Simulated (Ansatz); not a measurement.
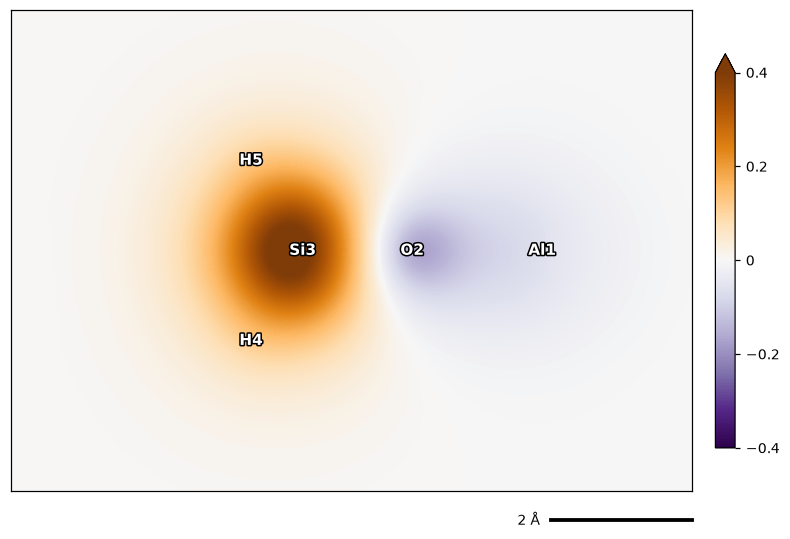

Figure. AlH₂OSi (SMILES [Al][O][SiH2+]) (charge +1). One frontier orbital on a plane 0.8 Å above the molecular plane (values in Å⁻³ᐟ²; the overall sign is arbitrary).

Geometry: r2SCAN-D4/def2-TZVP.

Method: isolated molecule in a Gaussian basis; Kohn-Sham density functional theory, functional PBE0 in Ansatz 0.2.0.

```yaml
atoms:
  - { symbol: Al, position_ang: [-2.1309, 0.1021, -1.3796] }
  - { symbol: O, position_ang: [-0.4620, 0.0963, -0.5999] }
  - { symbol: Si, position_ang: [0.9465, 0.0912, 0.0585] }
  - { symbol: H, position_ang: [1.7171, -1.1600, 0.1202] }
  - { symbol: H, position_ang: [1.4955, 1.3375, 0.6136] }
```

> Which orbital is it: HOMO or LUMO?

The LUMO, at −8.03 eV. It lies mainly on Si3 (about 75 %) and O2 (about 10 %); it changes sign across the molecular plane (π type).
